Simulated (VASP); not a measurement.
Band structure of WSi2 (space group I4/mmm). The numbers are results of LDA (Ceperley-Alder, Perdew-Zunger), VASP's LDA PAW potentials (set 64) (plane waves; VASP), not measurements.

Unless said otherwise, spin-orbit coupling is left out, though it shifts the bands of the heavy elements here.

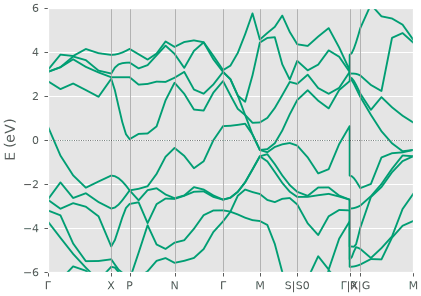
Fig. 1. Bands along high-symmetry lines, zero at the valence-band maximum or, without a gap, the Fermi level

Q: Read the plot: is there a gap, and where are the band edges?

A: It has no gap at this level: it comes out as a metal or semimetal.

The structure is a typed WSi2 crystal (I4/mmm). The cell was not relaxed at this level. The k-mesh is coarse (spacing up to 0.35 per Å, 2π included), so the numbers may not be converged in it.
